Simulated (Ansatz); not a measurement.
Take Ga₂O₃ in the corundum structure (space group R-3c, No. 167; a = 4.9499 Å, c = 13.3058 Å (hexagonal axes)) as the base. Axes: x lies along a and z along c of the hexagonal cell.

Perturbation: biaxial strain +0.75 %, plane normal [001], relaxed out of plane (Cartesian); in-plane vectors clamped, the third vector and the atoms free.

Calculations: LDA (Ansatz, a quantum-chemistry and plane-wave program, PAW, no spin-orbit coupling).

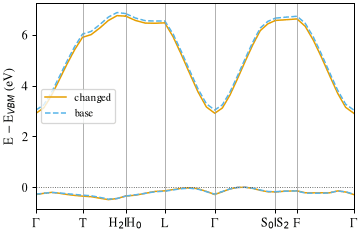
Figure. Highest valence and lowest conduction band along the path, each from its own valence-band maximum

Q: From the figure, how large is the changed gap, and is it direct?

A: About 2.9 eV, indirect, Γ–S₀ (50 % along) → Γ.

Stability against distortions was not tested.
